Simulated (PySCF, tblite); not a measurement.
# C₆H₄ClS₂ radical: geometry, infrared bands and EPR parameters

Wanted: the infrared bands and EPR parameters of C₆H₄ClS₂ radical (`CC(=S)c1c[c]c(Cl)s1`), by calculation.

Programs: tblite 0.8.0 and PySCF 2.14.0, with density-fitted response routines of our own. Each step states its level of theory. These are calculated values for one molecule in the gas phase, unless marked as measured. Atoms count from 0, in the outputs and in this text.

## (1) The molecule as given

13 atoms, charge 0, multiplicity 2; geometry from: force field or distance geometry start.

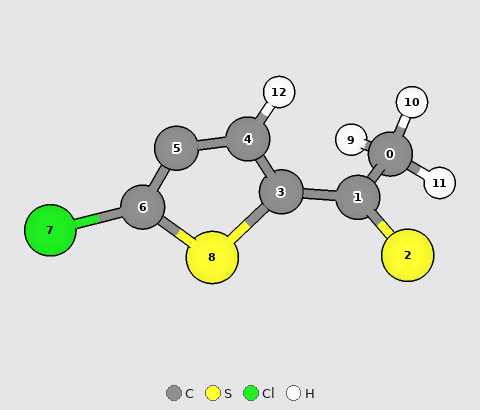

As it starts; carbon grey, sulfur yellow, chlorine green, hydrogen white, atoms numbered; sticks join atoms by distance.

## (2) Optimising the geometry with GFN2-xTB

Job settings and geometry (Å):

```
{"job": {"kind": "relax", "xc": "GFN2-xTB", "basis": "xTB"}, "charge": 0, "multiplicity": 2}
C     -2.243400     0.345600    -0.003100
C     -0.933000     0.434100     0.648500
S     -0.819400     0.910500     2.215500
C      0.325500     0.102000    -0.019800
C      0.856500    -1.136700    -0.296100
C      2.030600    -1.126900    -0.932400
C      2.624600     0.045500    -1.237100
Cl     4.165700     0.284700    -2.043600
S      1.510800     1.317300    -0.627600
H     -2.202600     0.526800    -1.094400
H     -2.654300    -0.685400     0.163400
H     -2.978300     1.043300     0.500600
H      0.313000    -2.060300    -0.014000
```

The run is started by

```sh
$ OMP_NUM_THREADS=1 python probes_run.py task.json out
```

The driver reads the jobs from task.json and runs them one after another.

The program printed:

```text
step      E/eV     max force
  0    -701.32756    3.506
  1    -701.50141    1.434
  2    -701.54871    0.734
  3    -701.58295    0.537
  4    -701.60752    0.592
  5    -701.62950    0.374
  6    -701.64238    0.282
  7    -701.65544    0.284
  8    -701.66848    0.402
  9    -701.68027    0.372
 10    -701.68740    0.206
 11    -701.69136    0.155
 12    -701.69483    0.180
 13    -701.69842    0.235
 14    -701.70220    0.201
 15    -701.70638    0.190
 16    -701.71093    0.167
 17    -701.71567    0.228
 18    -701.72125    0.284
 19    -701.72776    0.254
 20    -701.73434    0.239
 21    -701.74143    0.222
 22    -701.74909    0.272
 23    -701.75725    0.298
 24    -701.76796    0.355
 25    -701.78260    0.354
 26    -701.79911    0.381
 27    -701.81623    0.411
 28    -701.81990    0.936
 29    -701.83892    0.507
 30    -701.85475    0.317
 31    -701.87596    0.255
 32    -701.89623    0.506
 33    -701.90935    0.470
 34    -701.92187    0.397
 35    -701.93179    0.249
 36    -701.93893    0.219
 37    -701.94487    0.251
 38    -701.95263    0.273
 39    -701.96333    0.260
 40    -701.97928    0.303
 41    -701.99724    0.326
 42    -702.01411    0.347
 43    -702.03183    0.355
 44    -702.05057    0.337
 45    -702.06861    0.324
 46    -702.08240    0.428
 47    -702.09643    0.364
 48    -702.10931    0.266
 49    -702.12679    0.267
 50    -702.14106    0.303
 51    -702.15224    0.286
 52    -702.15945    0.195
 53    -702.16435    0.156
 54    -702.16850    0.205
 55    -702.17170    0.176
 56    -702.17463    0.109
 57    -702.17639    0.091
 58    -702.17723    0.065
 59    -702.17813    0.064
 60    -702.17868    0.053
 61    -702.17901    0.051
 62    -702.17933    0.055
 63    -702.17969    0.054
 64    -702.18011    0.055
 65    -702.18052    0.049
 66    -702.18088    0.043
 67    -702.18119    0.043
 68    -702.18149    0.047
 69    -702.18177    0.046
 70    -702.18199    0.034
 71    -702.18215    0.036
 72    -702.18229    0.031
 73    -702.18244    0.036
 74    -702.18259    0.034
 75    -702.18271    0.027
 76    -702.18279    0.025
 77    -702.18287    0.024
 78    -702.18294    0.024
 79    -702.18299    0.016
 80    -702.18302    0.016
 81    -702.18304    0.012
 82    -702.18307    0.014
 83    -702.18309    0.013
 84    -702.18310    0.013
 85    -702.18313    0.014
 86    -702.18316    0.016
 87    -702.18321    0.021
 88    -702.18328    0.026
 89    -702.18334    0.027
 90    -702.18341    0.031
 91    -702.18353    0.041
 92    -702.18376    0.055
 93    -702.18411    0.071
 94    -702.18451    0.062
 95    -702.18482    0.040
 96    -702.18494    0.028
 97    -702.18502    0.026
 98    -702.18506    0.049
 99    -702.18520    0.023
100    -702.18528    0.017
101    -702.18534    0.012
102    -702.18535    0.011
103    -702.18538    0.012
104    -702.18539    0.011
105    -702.18540    0.006
```

It took 0.97 s on 1 thread of Arm Neoverse V1, shared host.

Along the way: (not every step is listed)

```csv
step,energy from step 0 (eV),largest force (eV/Å)
0,0.0000,3.5064
1,-0.1739,1.4339
2,-0.2212,0.7338
3,-0.2554,0.5368
4,-0.2800,0.5919
5,-0.3019,0.3741
6,-0.3148,0.2817
7,-0.3279,0.2838
8,-0.3409,0.4025
17,-0.3881,0.2275
26,-0.4716,0.3812
35,-0.6042,0.2487
44,-0.7230,0.3368
53,-0.8368,0.1559
62,-0.8518,0.0550
71,-0.8546,0.0363
80,-0.8555,0.0159
89,-0.8558,0.0275
98,-0.8575,0.0495
100,-0.8577,0.0168
101,-0.8578,0.0117
102,-0.8578,0.0111
103,-0.8578,0.0124
104,-0.8578,0.0110
105,-0.8578,0.0062
```

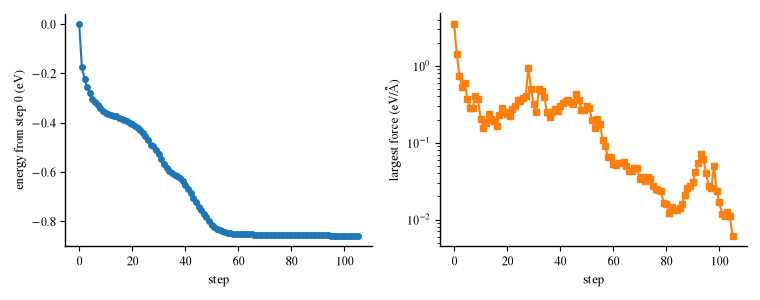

Energy and force, step by step.

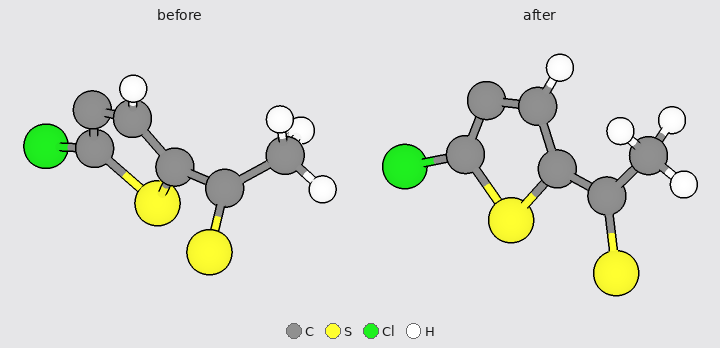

The geometry before (left) and after (right).

Distances of close pairs at the start and the end, largest changes first:

```csv
bond,before (Å),after (Å),change (Å)
C6–Cl7,1.756,1.690,-0.066
C3–S8,1.803,1.749,-0.054
C1–C3,1.463,1.411,-0.052
C4–C5,1.335,1.381,+0.046
C0–H11,1.132,1.086,-0.045
C4–H12,1.108,1.074,-0.034
C0–H10,1.122,1.090,-0.033
C0–C1,1.466,1.489,+0.023
```

The end geometry stands in the next job.

## (3) Vibrational analysis with GFN2-xTB

Job settings and geometry (Å):

```
{"job": {"kind": "ir", "xc": "GFN2-xTB", "basis": "xTB"}, "charge": 0, "multiplicity": 2}
C     -2.148611     0.000617     0.336147
C     -0.844929     0.708149     0.469380
S     -0.681193     2.098844     1.342239
C      0.314883     0.204102    -0.156616
C      0.500010    -0.926504    -0.947703
C      1.812062    -1.049308    -1.362226
C      2.651576    -0.087963    -0.943157
Cl     4.304495     0.105125    -1.237184
S      1.796981     1.107759     0.061054
H     -2.431265    -0.070181    -0.713744
H     -2.067349    -1.011955     0.730172
H     -2.923314     0.533864     0.879766
H     -0.287735    -1.612062    -1.198353
```

The program printed:

```text
mode    cm-1     km/mol
  1      77.7      1.12
  2      86.3      0.06
  3      94.6      1.15
  4     103.3      3.10
  5     234.6      2.65
  6     237.7      0.58
  7     259.4      0.59
  8     371.3      1.94
  9     387.8      0.48
 10     415.3      0.82
 11     481.1      0.52
 12     525.4      2.16
 13     549.9      0.37
 14     605.9     35.08
 15     684.5      9.00
 16     792.2      8.65
 17     824.3     84.93
 18     863.4     74.36
 19     988.4      7.57
 20    1027.8      1.15
 21    1118.5      6.54
 22    1194.5     41.49
 23    1242.5      5.84
 24    1338.6     10.10
 25    1376.4    346.01
 26    1380.1     77.87
 27    1451.8     10.02
 28    1456.7      7.00
 29    1494.9     26.31
 30    3003.7      3.86
 31    3014.8      0.50
 32    3059.8      4.65
 33    3142.7      2.92
```

Run time: 0.6 s. Hardware: 1 thread of Arm Neoverse V1, shared host.

Which atoms move in the most intense modes:

```csv
cm⁻¹,km/mol,atoms
606,35.1,"C6 31 %, C5 28 %, S8 24 %"
824,84.9,"C6 49 %, C5 18 %"
863,74.4,"C1 17 %, C3 12 %, C0 12 %, S2 12 %"
1194,41.5,C1 60 %
1339,10.1,"C4 41 %, C5 28 %, C6 16 %"
1376,346.0,"C3 26 %, C4 13 %, H9 11 %, H10 11 %"
1380,77.9,"H10 20 %, H9 20 %, H11 19 %, C3 13 %"
1495,26.3,"C5 41 %, C6 27 %, C3 17 %"
```

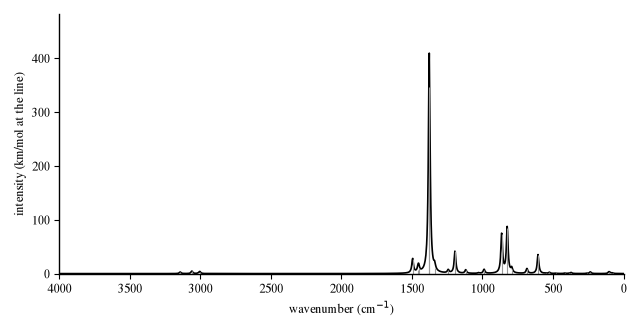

The infrared spectrum from these modes, unscaled. Lines are broadened to a width of 14 cm⁻¹ (Lorentzian).

## (4) EPR parameters: B3LYP/pcH-1

Same as in step 3 but for these lines:

```diff
@@ -1,2 +1,2 @@
-{"job": {"kind": "ir", "xc": "GFN2-xTB", "basis": "xTB"}, "charge": 0, "multiplicity": 2}
+{"job": {"kind": "epr", "basis": "pcH-1"}, "charge": 0, "multiplicity": 2}
 C     -2.148611     0.000617     0.336147
```

Method: UKS B3LYP, pcH-1 on C Cl H S, non-relativistic, mean-field spin-orbit, GIAO.

The program printed:

```text
UKS, coarse grid
  cycle   1  E = -1487.47494410  |g| = 3.45e-01
  cycle   2  E = -1487.37268479  |g| = 5.37e-01
  cycle   3  E = -1487.51143578  |g| = 1.71e-01
  cycle   4  E = -1487.51970472  |g| = 1.24e-01
  cycle   5  E = -1487.52951563  |g| = 4.40e-02
  cycle   6  E = -1487.53077034  |g| = 1.04e-02
  cycle   7  E = -1487.53089228  |g| = 7.44e-03
  cycle   8  E = -1487.53093391  |g| = 4.54e-03
  cycle   9  E = -1487.53095099  |g| = 1.71e-03
  cycle  10  E = -1487.53095355  |g| = 6.53e-04
UKS, final grid
  cycle   1  E = -1487.53093621  |g| = 8.42e-04
  cycle   2  E = -1487.53093569  |g| = 1.51e-03
  cycle   3  E = -1487.53093693  |g| = 4.08e-04
  cycle   4  E = -1487.53093708  |g| = 1.87e-04
  cycle   5  E = -1487.53093734  |g| = 9.92e-05
  cycle   6  E = -1487.53093735  |g| = 4.76e-05
  cycle   7  E = -1487.53093735  |g| = 2.66e-05
E = -1487.53093735 Eh   <S^2> = 0.7585 (exact 0.7500)
g shifts (ppm)      1          2          3
  rmc          -182       -182       -182
  gc            -22         20          9
  oz_so       -4838      -2821        249
  total       -5042      -2983         76
hyperfine (MHz)  atom isotope    a_iso     a_fc   dipolar eigenvalues
    0   13C       2.02       2.02     -0.33      0.04      0.29
    1   13C       0.77       0.81     -2.70     -0.48      3.19
    2   33S       4.94       5.06     -8.47     -4.49     12.95
    3   13C      35.18      35.24     -5.41     -2.16      7.57
    4   13C      26.06      25.91    -11.69     -2.23     13.92
    5   13C     414.22     414.53    -73.61    -57.84    131.45
    6   13C      -4.61      -4.57    -16.57     -4.49     21.07
    7  35Cl       6.05       6.01     -5.50     -2.04      7.54
    8   33S      -7.15      -7.07    -10.49    -10.20     20.69
    9    1H      -0.77      -0.77     -0.99     -0.44      1.43
   10    1H      -0.78      -0.78     -0.99     -0.44      1.43
   11    1H      -0.32      -0.33     -0.80     -0.05      0.85
   12    1H      26.61      26.60     -6.12     -4.91     11.02
```

Wall time 2.1 min (1 thread of Arm Neoverse V1, shared host); peak memory 1.1 GiB.

Principal g values 1.99728, 1.99934, 2.00240; g(iso) = 1.99967, against 2.00232 for a free electron.

Mean a(iso) over the nuclei that a row names, and the largest dipolar term of the row (other rows stand at the frozen geometry):

```csv
nuclei,isotope,a(iso) (MHz),"a(iso) (G, at g = 2.0023)",largest dipolar term (MHz)
C5,13C,414.2,147.8,131.5
C3,13C,35.2,12.6,7.6
H12,1H,26.6,9.5,11.0
C4,13C,26.1,9.3,13.9
S8,33S,-7.2,-2.6,20.7
Cl7,35Cl,6.1,2.2,7.5
S2,33S,4.9,1.8,13.0
C6,13C,-4.6,-1.6,21.1
C0,13C,2.0,0.7,-0.3
C1,13C,0.8,0.3,3.2
"H9, H10, H11",1H,-0.6,-0.2,1.4
```

Mulliken spin populations:

C0 0.00; C1 -0.01; S2 0.08; C3 0.05; C4 -0.05; C5 0.94; C6 -0.10; Cl7 0.01; S8 0.07; H9 0.00; H10 0.00; H11 0.00; H12 0.01

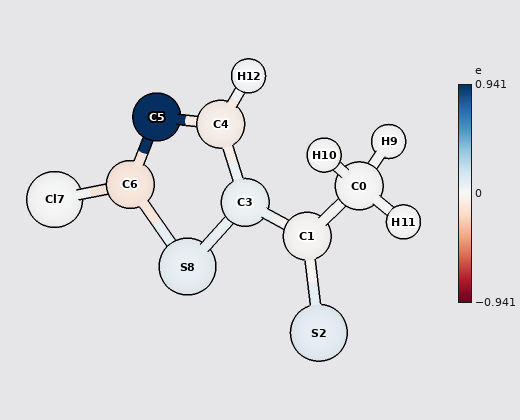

Mulliken spin populations, as colours on the atoms.

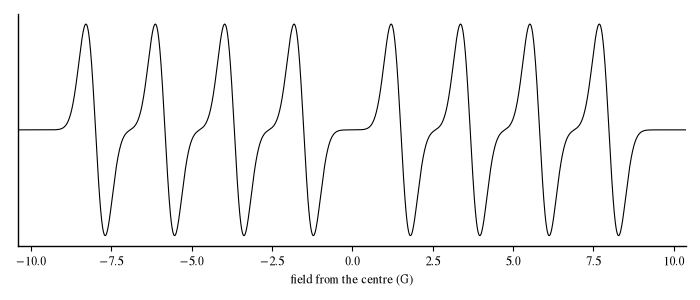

First-order isotropic spectrum (first derivative, main isotopes with spin only, couplings over 0.8 MHz, Gaussian width 0.3 G; couplings of the frozen geometry, rotation of groups not averaged beyond the rows shown).

The fields below are evaluated on a grid from the run's orbitals.

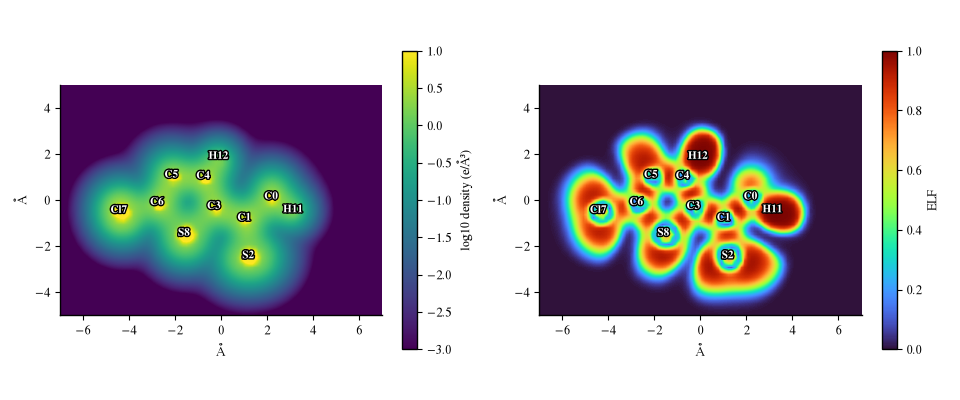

Density (left) and ELF (right) in a plane through or near 11 of the atoms.

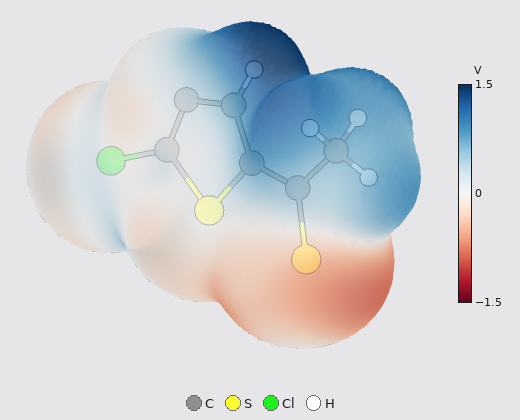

Electrostatic potential on the surface of density 0.002 e/bohr³; red is low, blue high. It runs from -0.75 V near S2 to 1.50 V near H12.

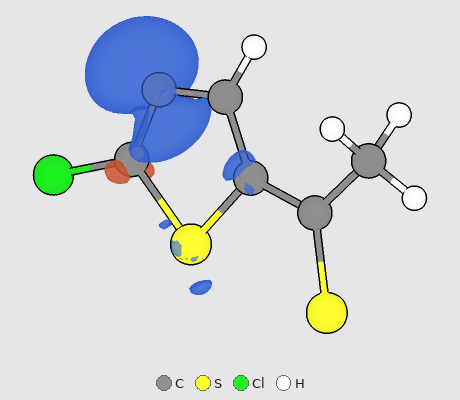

Spin density at ±0.05 e/Å³ (alpha excess blue, beta excess red).

## (5) Results

| quantity | value |
| --- | --- |
| strongest single infrared mode (GFN2-xTB) | 1376 cm⁻¹, 346 km/mol |
| zero-point energy (GFN2-xTB) | 48.4 kcal/mol |
| g(iso) (B3LYP) | 1.99967 |
| ⟨S²⟩ | 0.759 (exact 0.75) |
| largest a(iso) (averaged by class) | 13C on C5, 414.2 MHz |
| potential on the surface of density 0.002 e/bohr³, 1st and 99th percentile | -0.75 V and 1.50 V |

What this shows: Over 105 steps the energy fell by 0.858 eV; of the close pairs, C6–Cl7 changed most, 1.756 to 1.690 Å. No mode is imaginary among the 33: a minimum at this level. Unscaled tight-binding wavenumbers are off by several per cent, some by more. Its intensities can rank the bands wrongly. C5 carries the largest spin population, 0.94 e. The isotropic g lies 2.6 ppt below the free-electron value. These values are for one conformer; the search (at its own cheap level) found 2 more, at 0.03, 1.62 kcal/mol (those within 0.05 may be mirror or relabelled copies), and measured spectra average over such forms.
